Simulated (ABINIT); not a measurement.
## Ga2O3 (R-3c): G0W0 with ABINIT, start to end

How does a plane-wave GW calculation on Ga2O3 (R-3c) run from the first input to the gap?

Program: ABINIT 10.8.3. Level of theory: PBE and many-body steps on it, plane waves. Results are calculated unless marked as measured.

**What was measured.**

- Gap 5.04 eV: direct optical gap from Tauc plot; UV-vis transmittance, Tauc plot; film on Al2O3 (“Ti Alloyed α-Ga2O3: Route towards Wide Band Gap Engineering”, 2020, pmc:7766553).

- Gap 5.3 eV: optical direct gap from Tauc plot, alpha-phase dominant buffer stack; UV-Vis transmittance, Tauc plot; film (as-grown alpha-(Al0.3Ga0.7)2O3/alpha-Ga2O3 double layer on c-plane sapphire, mist CVD, slight kappa admixture) on Al2O3 (“Controlled Crystallinity of a Sn-Doped α-Ga2O3 Epilayer Using Rapidly Annealed Double Buffer Layers”, 2024, pmc:10818942).

- Gap 5.62 ± 0.02 eV: lowest direct band-to-band transition E0, E parallel to c (M1-type CP); abstract instead prints 5.44 eV, which Table III gives as the exciton energy; generalized spectroscopic ellipsometry, critical-point model; 300 K; film (51.8 nm PAMBE film, fully lattice-relaxed) on m-plane Al2O3 (“Anisotropic dielectric functions, band-to-band transitions, and critical points in alpha-Ga2O3”, 2021, arxiv:2101.06595).

- Gap 5.15 eV: optical gap from Tauc plot assuming direct gap; lower end of the 5.15-5.20 eV range for alpha-phase films; UV-vis transmittance/reflectance, Tauc plot; film on c-plane sapphire (“Low temperature growth and optical properties of alpha-Ga2O3 deposited on sapphire by plasma enhanced atomic layer deposition”, 2019, arxiv:1908.06914).

- Gap 5.2 eV: optical gap from Tauc plot assuming direct gap; largest value, film grown at 250 C; UV-vis transmittance/reflectance, Tauc plot; film on c-plane sapphire (“Low temperature growth and optical properties of alpha-Ga2O3 deposited on sapphire by plasma enhanced atomic layer deposition”, 2019, arxiv:1908.06914).

This is a selection; 1 further report is not listed.

## Step 1: The starting structure

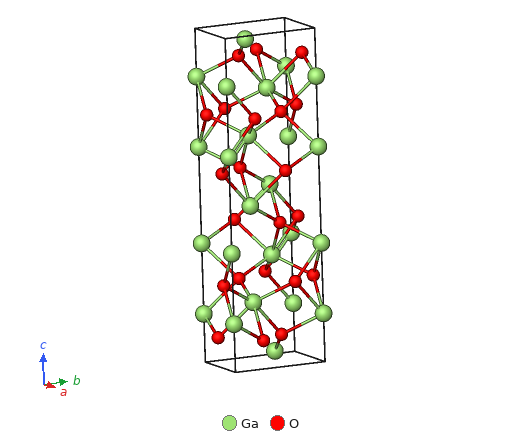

The cell as given, slightly off an axis (gallium green, oxygen red). This picture shows the conventional cell, with its axes. Some periodic images of atoms are drawn too.

The cell and positions are those that the Materials Project relaxed with its own functionals (PBE, PBE+U or r2SCAN), kept fixed. This is not the form that Ga2O3 usually takes at ambient conditions.

## Step 2: Ground state

This step: ABINIT 10.8.3; DFT, PBE with spin-orbit coupling, plane waves, norm-conserving pseudopotentials.

The ground-state density comes first.

The input, run.abi:

```
acell 3*1.0 Angstrom
rprim 
  2.498699193881 1.442624652211 4.483549768500
  -2.498699193881 1.442624652211 4.483549768500
  0.000000000000 -2.885249304422 4.483549768500
ntypat 2
znucl 31 8
natom 10
typat 1 1 1 1 2 2 2 2 2 2
xred 
  0.855585580000 0.855585580000 0.855585580000
  0.644414420000 0.644414420000 0.644414420000
  0.144414420000 0.144414420000 0.144414420000
  0.355585580000 0.355585580000 0.355585580000
  0.750000000000 0.446832820000 0.053167180000
  0.446832820000 0.053167180000 0.750000000000
  0.053167180000 0.750000000000 0.446832820000
  0.250000000000 0.553167180000 0.946832820000
  0.946832820000 0.250000000000 0.553167180000
  0.553167180000 0.946832820000 0.250000000000
pp_dirpath "pseudos"
pseudos "Ga.upf, O.upf"
ecut 45
nspinor 2
ngkpt 4 4 4
nshiftk 1
shiftk 0 0 0
kptopt 1
chksymbreak 0
nband 138
occopt 1
tolvrs 1e-10
nstep 60
prtwf 0
optforces 0
optstress 0
indata_prefix "in"
outdata_prefix "out"
tmpdata_prefix "tmp"
```

Command:

```sh
OMP_NUM_THREADS=1 mpirun -n 32 abinit run.abi > log
```

Numbers of over 12 decimals in the logs are rounded to 6 here.

The log of the run:

```text
.Version 10.8.3 of ABINIT. v10.8.2 released Aug 2026.

 Symmetries : space group R-3 c (#167); Bravais hR (rhombohedral)
================================================================================
 Values of the parameters that define the memory need of the present run
     intxc =       0    ionmov =       0      iscf =       7    lmnmax =      14
     lnmax =      14     mgfft =      64  mpssoang =       5    mqgrid =    3001
     natom =      10  nloc_mem =       1    nspden =       1   nspinor =       2
    nsppol =       1      nsym =      12    n1xccc =    2501    ntypat =       2
    occopt =       1   xclevel =       2
-    mband =         138        mffmem =           1         mkmem =           1
       mpw =        9454          nfft =      262144          nkpt =          13
================================================================================
  Rough estimation (10% accuracy) of disk space for files :
================================================================================

--------------------------------------------------------------------------------
------------- Echo of variables that govern the present computation ------------
--------------------------------------------------------------------------------
 -outvars: echo values of preprocessed input variables --------
            acell      1.8897261259E+00  1.8897261259E+00  1.8897261259E+00 Bohr

      chksymbreak           0
             ecut      4.50000000E+01 Hartree
-          fftalg         312

              ixc     -101130
              kpt      0.00000000E+00  0.00000000E+00  0.00000000E+00
                       2.50000000E-01  0.00000000E+00  0.00000000E+00
                       5.00000000E-01  0.00000000E+00  0.00000000E+00
                       2.50000000E-01  2.50000000E-01  0.00000000E+00
                       5.00000000E-01  2.50000000E-01  0.00000000E+00
                      -2.50000000E-01  2.50000000E-01  0.00000000E+00
                       5.00000000E-01  5.00000000E-01  0.00000000E+00
                       2.50000000E-01  2.50000000E-01  2.50000000E-01
                       5.00000000E-01  2.50000000E-01  2.50000000E-01
                      -2.50000000E-01  2.50000000E-01  2.50000000E-01
                       5.00000000E-01  5.00000000E-01  2.50000000E-01
[...]
kptrlatt        4    0    0      0    4    0      0    0    4
          kptrlen      3.77748572E+01
P           mkmem           1
            natom          10
            nband         138
            ngfft          64      64      64
             nkpt          13
          nspinor           2
            nstep          60
             nsym          12
           ntypat           2
              occ      1.000000  1.000000  1.000000  1.000000  1.000000  1.000000
                       1.000000  1.000000  1.000000  1.000000  1.000000  1.000000
                       1.000000  1.000000  1.000000  1.000000  1.000000  1.000000
                       1.000000  1.000000  1.000000  1.000000  1.000000  1.000000
                       1.000000  1.000000  1.000000  1.000000  1.000000  1.000000
                       1.000000  1.000000  1.000000  1.000000  1.000000  1.000000
                       1.000000  1.000000  1.000000  1.000000  1.000000  1.000000
                       1.000000  1.000000  1.000000  1.000000  1.000000  1.000000
                       1.000000  1.000000  1.000000  1.000000  1.000000  1.000000
   [... 12 further rows ...]
                       0.000000  0.000000  0.000000  0.000000  0.000000  0.000000
                       0.000000  0.000000  0.000000  0.000000  0.000000  0.000000
        optforces           0
        optstress           0
            prtwf           0
            rprim      2.4986991939E+00  1.4426246522E+00  4.4835497685E+00
[...]
spgroup         167

           tolvrs      1.00000000E-10

             xred      8.5558558000E-01  8.5558558000E-01  8.5558558000E-01
[...]
znucl       31.00000    8.00000

================================================================================

 chkinp: Checking input parameters for consistency.

================================================================================
== DATASET  1 ==================================================================
-   mpi_nproc: 32, omp_nthreads: 1 (-1 if OMP is not activated)
-    --> not optimal distribution: autoparal keyword recommended in input file <--

--- !DatasetInfo
iteration_state: {dtset: 1, }
dimensions: {natom: 10, nkpt: 13, mband: 138, nsppol: 1, nspinor: 2, nspden: 1, mpw: 9454, }
cutoff_energies: {ecut:  45.0, pawecutdg:  -1.0, }
electrons: {nelect:   1.20000000E+02, charge:   0.00000000E+00, occopt:   1.00000000E+00, tsmear:   1.00000000E-02, }

 Real(R)+Recip(G) space primitive vectors, cartesian coordinates (Bohr,Bohr^-1):
 R(1)=  4.7218571  2.7261655  8.4726811  G(1)=  0.1058905  0.0611359  0.0393421
 R(2)= -4.7218571  2.7261655  8.4726811  G(2)= -0.1058905  0.0611359  0.0393421
 R(3)=  0.0000000 -5.4523310  8.4726811  G(3)=  0.0000000 -0.1222719  0.0393421
 Unit cell volume ucvol=  6.5439078E+02 bohr^3
 Angles (23,13,12)=  5.58935053E+01  5.58935053E+01  5.58935053E+01 degrees

 getcut: wavevector=  0.0000  0.0000  0.0000  ngfft=  64  64  64
[...]
ETOT  4  -1092.5679037727    -3.079E-02 1.778E-02 3.176E+02
 ETOT  5  -1092.5929237947    -2.502E-02 2.209E-03 7.310E+01
 ETOT  6  -1092.6020513331    -9.128E-03 2.311E-03 1.447E+00
 ETOT  7  -1092.6021786328    -1.273E-04 1.187E-03 4.436E-01
 ETOT  8  -1092.6022357407    -5.711E-05 2.016E-03 1.483E-03
 ETOT  9  -1092.6022359882    -2.475E-07 7.769E-04 3.338E-05
 ETOT 10  -1092.6022359940    -5.769E-09 1.053E-03 3.099E-07
 ETOT 11  -1092.6022359940    -4.798E-11 3.068E-04 3.630E-09
 ETOT 12  -1092.6022359940    -1.364E-12 3.654E-04 9.007E-11

 At SCF step   12       vres2   =  9.01E-11 < tolvrs=  1.00E-10 =>converged.

--- !ResultsGS
iteration_state: {dtset: 1, }
comment   : Summary of ground state results
lattice_vectors:
- [  4.7218571,   2.7261655,   8.4726811, ]
- [ -4.7218571,   2.7261655,   8.4726811, ]
- [  0.0000000,  -5.4523310,   8.4726811, ]
lattice_lengths: [  10.07543,   10.07543,   10.07543, ]
lattice_angles: [ 55.894,  55.894,  55.894, ] # degrees, (23, 13, 12)
lattice_volume:   6.5439078E+02
convergence: {deltae: -1.364E-12, res2:  9.007E-11, residm:  3.654E-04, diffor:  0.000E+00, }
etotal    :  -1.09260224E+03
entropy   :   0.00000000E+00
fermie    :   2.13499733E-01
cartesian_stress_tensor: null
pressure_GPa: null
xred      :
- [  8.5559E-01,   8.5559E-01,   8.5559E-01, Ga]
- [  6.4441E-01,   6.4441E-01,   6.4441E-01, Ga]
- [  1.4441E-01,   1.4441E-01,   1.4441E-01, Ga]
- [  3.5559E-01,   3.5559E-01,   3.5559E-01, Ga]
- [  7.5000E-01,   4.4683E-01,   5.3167E-02,  O]
- [  4.4683E-01,   5.3167E-02,   7.5000E-01,  O]
- [  5.3167E-02,   7.5000E-01,   4.4683E-01,  O]
- [  2.5000E-01,   5.5317E-01,   9.4683E-01,  O]
- [  9.4683E-01,   2.5000E-01,   5.5317E-01,  O]
- [  5.5317E-01,   9.4683E-01,   2.5000E-01,  O]
cartesian_forces: null
force_length_stats: {min: null, max: null, mean: null, }

 Integrated electronic density in atomic spheres:
 ------------------------------------------------
 Atom  Sphere_radius  Integrated_density
[...]
================================================================================

 ----iterations are completed or convergence reached----

 Mean square residual over all n,k,spin=   10.966E-07; max=  36.542E-05
 reduced coordinates (array xred) for   10 atoms
[...]
0.446832820000      0.053167180000      0.750000000000
       0.053167180000      0.750000000000      0.446832820000
       0.250000000000      0.553167180000      0.946832820000
       0.946832820000      0.250000000000      0.553167180000
       0.553167180000      0.946832820000      0.250000000000
 rms dE/dt=  0.0000E+00; max dE/dt=  0.0000E+00; dE/dt below (all hartree)
    1       0.000000000000      0.000000000000      0.000000000000
    2       0.000000000000      0.000000000000      0.000000000000
    3       0.000000000000      0.000000000000      0.000000000000
    4       0.000000000000      0.000000000000      0.000000000000
    5       0.000000000000      0.000000000000      0.000000000000
    6       0.000000000000      0.000000000000      0.000000000000
    7       0.000000000000      0.000000000000      0.000000000000
    8       0.000000000000      0.000000000000      0.000000000000
    9       0.000000000000      0.000000000000      0.000000000000
[...]
cartesian coordinates (angstrom) at end:
[...]
6      0.983652    -1.442625     5.604437
    7     -1.741176    -0.130555     5.604437
    8     -0.757524    -1.573180     7.846212
    9      1.741176     0.130555     7.846212
   10     -0.983652     1.442625     7.846212
 length scales=  1.889726125908  1.889726125908  1.889726125908 bohr
              =  1.000000000000  1.000000000000  1.000000000000 angstroms
 prteigrs : about to open file out_EIG
 Fermi (or HOMO) energy (hartree) =   0.21350   Average Vxc (hartree)=  -0.44931
 Eigenvalues (hartree) for nkpt=  13  k points:
 kpt#   1, nband=138, wtk=  0.01563, kpt=  0.0000  0.0000  0.0000 (reduced coord)
  -4.98400   -4.98400   -4.98400   -4.98400   -4.98400   -4.98400   -4.98399   -4.98399
  -3.26152   -3.26152   -3.26151   -3.26151   -3.26144   -3.26144   -3.26139   -3.26139
  -3.12865   -3.12865   -3.12864   -3.12864   -3.12861   -3.12861   -3.12850   -3.12850
  -3.12810   -3.12810   -3.12808   -3.12808   -3.12797   -3.12797   -3.12797   -3.12797
  -0.48005   -0.48005   -0.40799   -0.40799   -0.40797   -0.40797   -0.40596   -0.40596
  -0.40553   -0.40553   -0.40546   -0.40546   -0.26291   -0.26291   -0.25943   -0.25943
  -0.25908   -0.25908   -0.25866   -0.25866   -0.25574   -0.25574   -0.24911   -0.24911
  -0.24775   -0.24775   -0.24739   -0.24739   -0.24642   -0.24642   -0.24417   -0.24417
  -0.24141   -0.24141   -0.24102   -0.24102   -0.24069   -0.24069   -0.23971   -0.23971
  -0.23773   -0.23773   -0.23476   -0.23476   -0.23060   -0.23060   -0.22706   -0.22706
  -0.20862   -0.20862   -0.20726   -0.20726   -0.04880   -0.04880   -0.02383   -0.02383
   0.02198    0.02198    0.02336    0.02336    0.05985    0.05985    0.07064    0.07064
   0.08365    0.08365    0.08418    0.08418    0.09504    0.09504    0.17721    0.17721
   0.17815    0.17815    0.19534    0.19534    0.19550    0.19550    0.20288    0.20288
   0.20297    0.20297    0.20346    0.20346    0.20572    0.20572    0.20600    0.20600
   0.31852    0.31852    0.46017    0.46017    0.46619    0.46619    0.54115    0.54115
   0.58655    0.58655    0.59221    0.59221    0.59261    0.59262    0.61863    0.61970
   0.62352    0.62523
 prteigrs : prtvol=0 or 1, do not print more k-points.

--- !EnergyTerms
iteration_state     : {dtset: 1, }
comment             : Components of total free energy in Hartree
kinetic             :  5.51257130502029E+02
hartree             :  4.08292848687508E+02
xc                  : -1.28973895298274E+02
Ewald energy        : -5.95982657166164E+02
psp_core            :  2.28249633549313E+01
local_psp           : -1.09573225499778E+03
non_local_psp       : -2.54288371076271E+02
total_energy        : -1.09260223599402E+03
total_energy_eV     : -2.97312214568558E+04
band_energy         : -1.26545056491835E+02

== END DATASET(S) ==============================================================
================================================================================

 -outvars: echo values of variables after computation  --------
           etotal     -1.0926022360E+03
            nband         138
             nkpt          13
          spgroup         167
 [... the other variables as echoed above ...]

 Calculation completed.
```

Run time: 7.9 min. Hardware: 32 MPI ranks of Arm Neoverse V1, shared host; peak memory 4.4 GiB.

Numbers from this step:

* total energy: -29731.2215 eV
* gap: 2.858 eV
* k of the valence top: 0.25, 0, 0
* k of the conduction bottom: 0, 0, 0
* least direct gap: 3.062 eV

The gap is indirect, with the least direct gap 0.20 eV higher.

(Continued in part 2 of 3.)

[Paths, hosts, dates, memory and timing lines, banners, echoed tables and standing remarks are left out of the program output.]

[Logs are printed without paths, hosts, clocks, repeated set-up lines and the standing remarks that a program may print on its own settings, such as how far it seeks lower states.]

[Runs of the session that timed out or met a known fault of the program may be left out.]

[Hosts, paths, dates, database ids (printed as entryN), source tags and the programs' standing remarks are cut or masked in the printed files.]

[G0W0 gaps are taken among the corrected bands and points alone; a level outside them can change the order at an edge.]

[Where Ansatz stands beside ABINIT at settings called matched, ABINIT's density can come from a denser mesh and the files from another edition; pairs whose starting gaps differed by over 0.03 eV were left out, so agreement reads better than it is.]
